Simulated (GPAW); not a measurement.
**O K-edge XANES of NaHCO2 (C2/c)**

What does one-electron theory with a core hole give for the O K edge of NaHCO2 (C2/c)?

Calculated with GPAW 26.7.0; X-ray absorption from dipole matrix elements to empty bands, plane-wave PAW LDA.

### 1. The starting structure

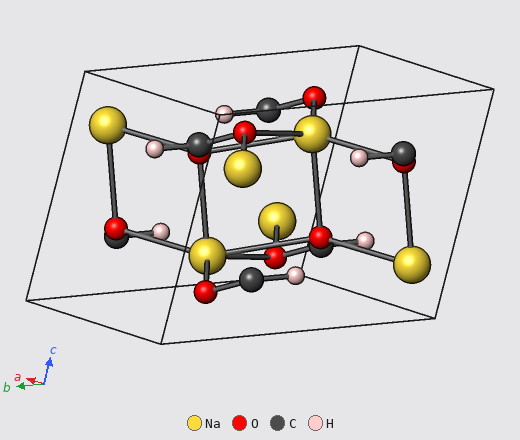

Start, viewed from a free direction; sodium yellow, oxygen red, carbon dark grey, hydrogen pink. This picture shows the conventional cell, with its axes. Some periodic images of atoms are drawn too.

As a file:

```
Na O C H
1.0
     3.15127   -3.45399    0.00000
     3.15127    3.45399    0.00000
    -2.75556    0.00000    5.59259
Na O C H
2 4 2 2
Direct
  0.86253 0.13747 0.25000
  0.13747 0.86253 0.75000
  0.05450 0.67038 0.31969
  0.32963 0.94550 0.18031
  0.67038 0.05450 0.81969
  0.94550 0.32963 0.68031
  0.27658 0.72342 0.25000
  0.72342 0.27658 0.75000
  0.43770 0.56230 0.25000
  0.56230 0.43770 0.75000
```

### 2. The field without a hole

A plain self-consistent run shows whether there is a gap, which decides the set-up of the core-hole run.

scf.py

```python
import numpy as np
from ase import Atoms
from ase.parallel import parprint, paropen
from gpaw import GPAW, PW, FermiDirac, Mixer, MixerDif, setup_paths
from gpaw.test import gen
setup_paths.insert(0, '.')
gen('O', name='nch1s', xcname='LDA', corehole=(1, 0, 0), write_xml=True)
from gpaw.mpi import world
world.barrier()

atoms = Atoms('Na2O4C2H2',
    cell=[[3.151267, -3.453993, 0],
     [3.151267, 3.453993, 0],
     [-2.75556, 0, 5.592587]],
    scaled_positions=[[0.862528, 0.137472, 0.25],
     [0.137472, 0.862528, 0.75],
     [0.054496, 0.670375, 0.31969],
     [0.329625, 0.945504, 0.18031],
     [0.670375, 0.054496, 0.81969],
     [0.945504, 0.329625, 0.68031],
     [0.276578, 0.723422, 0.25],
     [0.723422, 0.276578, 0.75],
     [0.437704, 0.562296, 0.25],
     [0.562296, 0.437704, 0.75]],
    pbc=True)
atoms.calc = calc = GPAW(legacy_gpaw=True, mode=PW(500, force_complex_dtype=True), xc='LDA', setups={2: 'nch1s'},
    kpts={'size': (5, 5, 4), 'gamma': True}, occupations=FermiDirac(0.05),
    charge=0, mixer=Mixer(0.1, 5, 50), maxiter=150,
    convergence={'density': 0.0001, 'eigenstates': 1e-6}, txt='scf.txt')
energy = atoms.get_potential_energy() + calc.get_reference_energy()
ef = calc.get_fermi_level()
out = dict(energy=energy, fermi=ef, forces=atoms.get_forces().tolist())
parprint(f'all-electron energy {energy:.4f} eV, Fermi level {ef:.4f} eV')
ev = np.array([[calc.get_eigenvalues(k, s) for k in range(len(calc.get_ibz_k_points()))] for s in range(calc.get_number_of_spins())])
out['homo'], out['lumo'], out['counts'] = ev[ev < ef].max(), ev[ev > ef].min(), sorted(set((ev < ef).sum((0, 2)).tolist()))
out['filled'] = (ev[:, 0] < ef).sum(1).tolist()
import json
with paropen('out.json', 'w') as f:
    json.dump(out, f)
```

The run is started by

```console
$ OMP_NUM_THREADS=1 mpirun -n 4 gpaw python scf.py
```

Numbers of over 12 decimals in the logs are rounded to 6 here.

The log of the run:

```text
Input parameters:
  convergence: {density: 0.0001,
                eigenstates: 1e-06}
  kpts: {gamma: True,
         size: (5, 5, 4)}
  maxiter: 150
  mixer: {backend: pulay,
          beta: 0.1,
          method: separate,
          nmaxold: 5,
          weight: 50}
  mode: {ecut: 500.0,
         force_complex_dtype: True,
         name: pw}
  occupations: {fixmagmom: False,
                name: fermi-dirac,
                width: 0.05}
  setups: {2: nch1s}

Initialize ...

[... PAW data sets ...]

Reference energy: -18970.912354  # eV

Spin-paired calculation

[... convergence settings ...]
Symmetries present (total): 1
  [... symmetry matrices ...]

100 k-points: 5 x 5 x 4 Monkhorst-Pack grid + [0.000000,0.000000,1/8]
51 k-points in the irreducible part of the Brillouin zone
       k-points in crystal coordinates                weights
   0:     0.00000000    0.00000000    0.00000000          1/100
   1:     0.00000000    0.00000000    0.25000000          2/100
   2:     0.00000000    0.00000000    0.50000000          1/100
   3:     0.00000000    0.20000000   -0.25000000          2/100
   4:     0.00000000    0.20000000    0.00000000          2/100
   5:     0.00000000    0.20000000    0.25000000          2/100
   6:     0.00000000    0.20000000    0.50000000          2/100
   7:     0.00000000    0.40000000   -0.25000000          2/100
   8:     0.00000000    0.40000000    0.00000000          2/100
   9:     0.00000000    0.40000000    0.25000000          2/100
          ...
  50:     0.40000000    0.40000000    0.50000000          2/100

Wave functions: Plane wave expansion
  Cutoff energy: 500.000 eV
  Number of coefficients (min, max): 3072, 3116
  Pulay-stress correction: 0.000000 eV/Ang^3 (de/decut=0.000000)
  Using FFTW library
  Wavefunction extrapolation:
    Improved wavefunction reuse through dual PAW basis

Occupation numbers: Fermi-Dirac:
  width: 0.0500  # eV

Eigensolver
   Davidson(niter=2)

Densities:
  Coarse grid: 25*25*35 grid
  Fine grid: 50*50*70 grid
  Total Charge: 0.000000

Density mixing:
  Method: separate
  Backend: pulay
  Linear mixing parameter: 0.1
  old densities: 5
  Width of damping distribution: 1.1
  Damping of long wavelength oscillations: 50

[... Hamiltonian set-up ...]
Number of atoms: 10
Number of atomic orbitals: 40
Number of bands in calculation: 33
Number of valence electrons: 48
Bands to converge: occupied

... initialized

Initializing position-dependent things.

Density initialized from atomic densities
Creating initial wave functions:
  33 bands from LCAO basis set

             Na

           H
       O  C   O
            O   C  O
               H

             Na

Atomic positions and initial magnetic moments

Positions:
   0 Na     2.462377   -2.504338    1.398147    ( 0.0000,  0.0000,  0.0000)
   1 Na     1.084597    2.504338    4.194440    ( 0.0000,  0.0000,  0.0000)
   2 O      1.403337    2.127242    1.787894    ( 0.0000,  0.0000,  0.0000)
   3 O      3.521417    2.127242    1.008399    ( 0.0000,  0.0000,  0.0000)
   4 O      0.025557   -2.127242    4.584188    ( 0.0000,  0.0000,  0.0000)
   5 O      2.143637   -2.127242    3.804693    ( 0.0000,  0.0000,  0.0000)
   6 C      2.462377    1.543396    1.398147    ( 0.0000,  0.0000,  0.0000)
   7 C      1.084597   -1.543396    4.194440    ( 0.0000,  0.0000,  0.0000)
   8 H      2.462377    0.430340    1.398147    ( 0.0000,  0.0000,  0.0000)
   9 H      1.084597   -0.430340    4.194440    ( 0.0000,  0.0000,  0.0000)

Unit cell:
           periodic     x           y           z      points  spacing
  1. axis:    yes    3.151267   -3.453993    0.000000    25     0.1750
  2. axis:    yes    3.151267    3.453993    0.000000    25     0.1750
  3. axis:    yes   -2.755560    0.000000    5.592587    35     0.1598

  Lengths:   4.675527   4.675527   6.234592
  Angles:  107.330938 107.330938  95.248179

Effective grid spacing dv^(1/3) = 0.1772

iter:   1   -68.531955
iter:   2   -66.881520   -1.02  -0.93
iter:   3   -64.835928   -1.02  -1.02
iter:   4   -64.611685   -2.05  -1.33
iter:   5   -64.573642   -2.00  -1.53
iter:   6   -64.534946   -2.53  -2.04
iter:   7   -64.524782   -3.09  -2.25
iter:   8   -64.524433c  -4.33  -2.76
iter:   9   -64.523745c  -4.00  -2.83
iter:  10   -64.523570c  -5.20  -3.19
iter:  11   -64.523570c  -5.80  -3.61
iter:  12   -64.523560c  -5.99  -3.73
iter:  13   -64.523558c  -6.85c -3.85
iter:  14   -64.523557c  -7.28c -3.97
iter:  15   -64.523557c  -7.53c -4.11c

Converged after 15 iterations.

Dipole moment: (0.000000, -0.000000, 0.000000) |e|*Ang

Energy contributions relative to reference atoms: (reference = -18970.912354)

Kinetic:        +50.058231
Potential:      -53.333870
External:        +0.000000
XC:             -61.327871
Entropy (-ST):   -0.000000
Local:           +0.079954
SIC:             +0.000000
--------------------------
Free energy:    -64.523557
Extrapolated:   -64.523557

Showing only first 2 kpts
 Kpt  Band  Eigenvalues  Occupancy
  0    22     -1.23992    2.00000
  0    23     -1.23480    2.00000
  0    24      4.31603    0.00000
  0    25      4.38997    0.00000

  1    22     -1.30128    2.00000
  1    23     -1.30010    2.00000
  1    24      4.32089    0.00000
  1    25      4.36024    0.00000

Fermi level: 0.26159

Gap: 4.754 eV
Transition (v -> c):
  (s=0, k=43, n=23, [0.40, 0.20, -0.25]) -> (s=0, k=49, n=24, [0.40, 0.40, 0.25])
Direct/indirect transitions are different
Direct gap: 4.840 eV
Transition at: (s=0, k=32, n=23, [0.40, -0.40, 0.00])

Forces in eV/Ang:
  0 Na   -0.00000   -0.01779    0.00000
  1 Na    0.00000    0.01779   -0.00000
  2 O     0.63923   -0.31494   -0.23476
  3 O    -0.63924   -0.31497    0.23456
  4 O     0.63924    0.31497   -0.23456
  5 O    -0.63923    0.31494    0.23476
  6 C    -0.00000    0.93971   -0.00000
  7 C     0.00000   -0.93971    0.00000
  8 H     0.00000   -0.21542   -0.00000
  9 H    -0.00000    0.21542    0.00000
Scalar-relativistic atomic LDA calculation for O (Oxygen, Z=8)
Core hole in 1s state (1s occupation: 2.0)
300 radial gridpoints.
|------------------------------------------------|
|------------------------------------------------|
[... the atom generator's iteration count ...]

Energy contributions:
-------------------------
Kinetic:      +74.266897
XC:            -7.772280
Potential:   -141.018865
-------------------------
Total:        -74.524248

state      eigenvalue         ekin         rmax
-----------------------------------------------
1s^2.0 :   -18.772897    28.821965        0.130
2s^2.0 :    -0.872866     3.204810        0.874
2p^4.0 :    -0.337925     2.553337        0.813
-----------------------------------------------
(units: Bohr and Hartree)

Generating PAW setup
Kinetic energy of the core from tauc = 57.689706
Cutoffs:
rc(s)=1.300
rc(p)=1.130
rc(d)=1.170
rc(vbar)=1.300
rc(comp)=1.260
rc(nct)=1.300

Kinetic energy of the core states: 57.643930
Charge: 0.0
Core electrons: 2.0
Valence electrons: 6.0
Pseudo-core charge: 0.000776
Shape function alpha=6.299
Pseudo-electron charge 5.666261
state    eigenvalue         norm
--------------------------------
2s(2) :    -0.872866     1.079797
*s    :     0.127134
2p(4) :    -0.337925     0.876472
*p    :     0.662075
*d    :     0.000000
--------------------------------

Diagonalizing with gridspacing h=0.050

state   all-electron     PAW
-------------------------------
2s:      -0.872866    -0.873954
2p:      -0.337925    -0.341740
*d:                    0.050276
*f:                    0.077289
-------------------------------
all-electron energy -19035.4359 eV, Fermi level 0.2616 eV
```

Run time: 27 s. Hardware: 4 MPI ranks of Intel Xeon Platinum 8488C (Sapphire Rapids), shared host; peak memory 0.25 GiB; 1.8 min of CPU time.

The mesh shows a gap of 4.75 eV, so the hole is first treated in a charged cell, without the excited electron.

### 3. Cell without a hole, the energy reference

The photon energy needs a difference of total energies, so the cell and mesh of the coming hole run are first run without a hole.

Edit scf.py of step 2 so:

```diff
@@ -26,3 +26,3 @@
 atoms.calc = calc = GPAW(legacy_gpaw=True, mode=PW(500, force_complex_dtype=True), xc='LDA', setups={2: 'nch1s'},
-    kpts={'size': (5, 5, 4), 'gamma': True}, occupations=FermiDirac(0.05),
+    kpts={'size': (4, 4, 3), 'gamma': True}, occupations=FermiDirac(0.02),
     charge=0, mixer=Mixer(0.1, 5, 50), maxiter=150,
```

The log of the run:

```text
Input parameters:
  convergence: {density: 0.0001,
                eigenstates: 1e-06}
  kpts: {gamma: True,
         size: (4, 4, 3)}
  maxiter: 150
  mixer: {backend: pulay,
          beta: 0.1,
          method: separate,
          nmaxold: 5,
          weight: 50}
  mode: {ecut: 500.0,
         force_complex_dtype: True,
         name: pw}
  occupations: {fixmagmom: False,
                name: fermi-dirac,
[...]
2s(2) :    -0.872866     1.079797
*s    :     0.127134
2p(4) :    -0.337925     0.876472
*p    :     0.662075
*d    :     0.000000
--------------------------------

Diagonalizing with gridspacing h=0.050

state   all-electron     PAW
-------------------------------
2s:      -0.872866    -0.873954
2p:      -0.337925    -0.341740
*d:                    0.050276
*f:                    0.077289
-------------------------------
all-electron energy -19035.4293 eV, Fermi level -0.2508 eV
[key lines of the parts left out:]
Converged after 15 iterations.
Dipole moment: (0.000000, -0.000000, 0.000000) |e|*Ang
Free energy:    -64.516917
Fermi level: -0.25084
```

Run time: 16 s. Hardware: 4 MPI ranks; peak memory 0.24 GiB; 61 s of CPU time.

Reference energy: -19035.429 eV with the cores included.

(Part 1 of 2 ends here.)

[Banner, clock and machine lines of the logs are left out without a mark of their own.]

[Logs are printed without paths, hosts, clocks, repeated set-up lines and the standing remarks that a program may print on its own settings, such as how far it seeks lower states.]

[Hosts, paths, dates, database ids (printed as entryN), source tags and the programs' standing remarks are cut or masked in the printed files.]

[Lists of maxima count a maximum above −3 eV only where it reaches 4 % of the highest in the window and stands out from its surroundings by 2 % of it (1.5 % where it reaches 55 %); shoulders and weaker maxima are passed over, and of the rest the first, up to two pre-edge ones and the few strongest are named.]
